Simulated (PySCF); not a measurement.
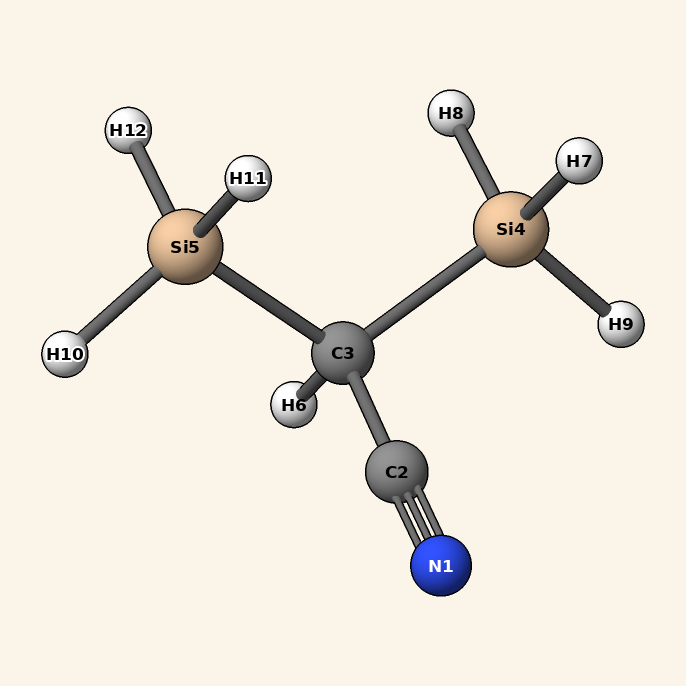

The questions are on isotropic NMR shieldings of the C atoms. Computed geometry: GFN2-xTB optimisation. No frequency run is at hand to confirm it as a minimum. Method: GIAO PBE0/pcSseg-1 NMR shielding, non-relativistic, gas phase (PySCF 2.14.0).

List the isotropic NMR shieldings of the C atoms.

| atom | σ (ppm) |
| --- | --- |
| C2 | 63.2 |
| C3 | 198.4 |

The geometry is semi-empirical. Around Si such bond lengths and angles can be off by a tenth of an ångström or more and by several degrees, and values that hang on the shape move with them.
